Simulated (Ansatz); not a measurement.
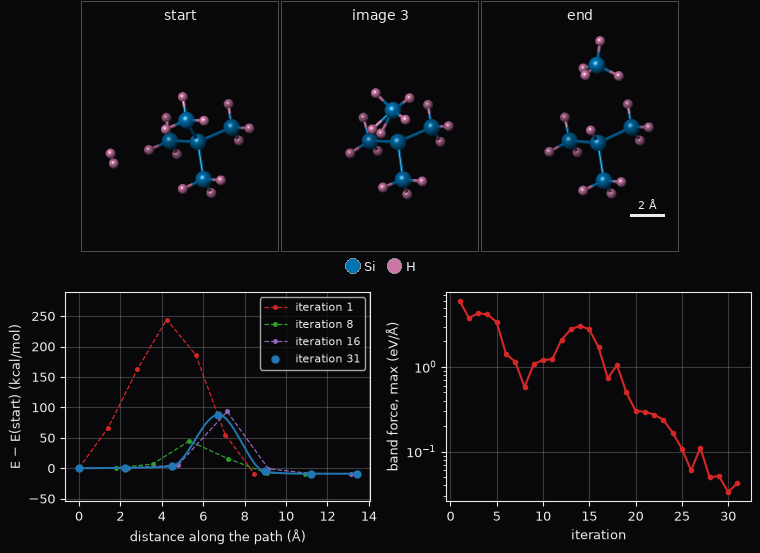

A nudged-elastic-band calculation for Si₅H₁₄, made up at the start of Si₅H₁₂ and H$_{2}$. Images are numbered from 0 (start) to 6 (end). The plot follows the band through its iterations. Style: ball-and-stick. Shown at a tilt.

Level of theory: RHF/def2-SVP in Ansatz 0.2.0.

The input:
```yaml
crystal:
  periodic: [false, false, false]
  atoms:
    - { symbol: Si, position_ang: [-0.133438, 0.351136, -0.054601] }
    - { symbol: Si, position_ang: [-0.134389, 0.226341, 2.318227] }
    - { symbol: H, position_ang: [-1.526591, 0.131645, 2.822346] }
    - { symbol: H, position_ang: [0.620119, -0.96973, 2.767007] }
    - { symbol: H, position_ang: [0.501485, 1.437374, 2.893365] }
    - { symbol: Si, position_ang: [2.104078, 0.483352, -0.84305] }
    - { symbol: H, position_ang: [2.862099, -0.729264, -0.446815] }
    - { symbol: H, position_ang: [2.12023, 0.592884, -2.322818] }
    - { symbol: H, position_ang: [2.777018, 1.675027, -0.269509] }
    - { symbol: Si, position_ang: [-1.329443, 2.285812, -0.741797] }
    - { symbol: H, position_ang: [-2.72506, 2.233029, -0.240633] }
    - { symbol: H, position_ang: [-0.676775, 3.506634, -0.207639] }
    - { symbol: H, position_ang: [-1.357631, 2.369706, -2.222997] }
    - { symbol: Si, position_ang: [-1.177348, -1.585243, -0.953203] }
    - { symbol: H, position_ang: [-2.576336, -1.680796, -0.469926] }
    - { symbol: H, position_ang: [-1.188125, -1.521651, -2.435269] }
    - { symbol: H, position_ang: [-0.443354, -2.803911, -0.533816] }
    - { symbol: H, position_ang: [1.895511, -4.431278, 1.857091] }
    - { symbol: H, position_ang: [1.626351, -4.454267, 2.553539] }
basis:
  gaussian: { orbitals: def2-SVP }
hamiltonian:
  xc: hf
neb:
  order_check: false
  images: 5
  f_tol: 0.05
  max_iterations: 60
  initial_path: linear
  final_atoms:
    - { symbol: Si, position_ang: [0.57234934, -0.21223754, -0.68434671] }
    - { symbol: Si, position_ang: [-0.77270703, -0.51811152, 4.26023134] }
    - { symbol: H, position_ang: [-1.51349769, -0.41537531, 5.53880545] }
    - { symbol: H, position_ang: [0.55525775, -1.12700059, 4.5048627] }
    - { symbol: H, position_ang: [-0.59687098, 0.834364, 3.68121958] }
    - { symbol: Si, position_ang: [2.4567058, 0.32274081, -2.02694862] }
    - { symbol: H, position_ang: [3.32722203, -0.86630948, -2.1979685] }
    - { symbol: H, position_ang: [1.99833833, 0.77324869, -3.36531532] }
    - { symbol: H, position_ang: [3.2468331, 1.41291164, -1.40292231] }
    - { symbol: Si, position_ang: [-0.81058268, 1.69873939, -0.40877656] }
    - { symbol: H, position_ang: [-2.02290193, 1.35789435, 0.37496077] }
    - { symbol: H, position_ang: [-0.06850698, 2.77418782, 0.29314917] }
    - { symbol: H, position_ang: [-1.23126013, 2.20045926, -1.74069302] }
    - { symbol: Si, position_ang: [-0.65492465, -1.99122714, -1.66835153] }
    - { symbol: H, position_ang: [-1.77465049, -2.40106984, -0.78463396] }
    - { symbol: H, position_ang: [-1.21321498, -1.54914833, -2.97167079] }
    - { symbol: H, position_ang: [0.2280494, -3.16130384, -1.90194162] }
    - { symbol: H, position_ang: [1.0508398, -0.65239372, 0.65544906] }
    - { symbol: H, position_ang: [-1.53807702, -1.36356863, 3.31439286] }
```

Run as
```bash
ansatz run input.yaml --threads 4 --pin off --max-ram 5120MiB --backend cpu --events-out ev --progress --plain --runs-dir out
```

**How did the profile develop, and is the result final?**

The run is converged, with reservations. The band converged in 31 iterations. The largest component of the band force went from 6 to 0.042 eV/Å. The climbing image converged on the top of the path. Its curvatures weren't checked. The straight starting path can push atoms close together and costs iterations. The first iteration put the highest image at 244.4 kcal/mol. The highest point, image 3, lies 87.9 kcal/mol above the start and 96.8 kcal/mol above the end; the end is at −8.9 kcal/mol relative to the start.

Limits of the set-up: the start holds two separate molecules, 3.6 Å apart at their closest, whose relative position is a soft coordinate and is computed without a dispersion correction; Hartree-Fock leaves out electron correlation.
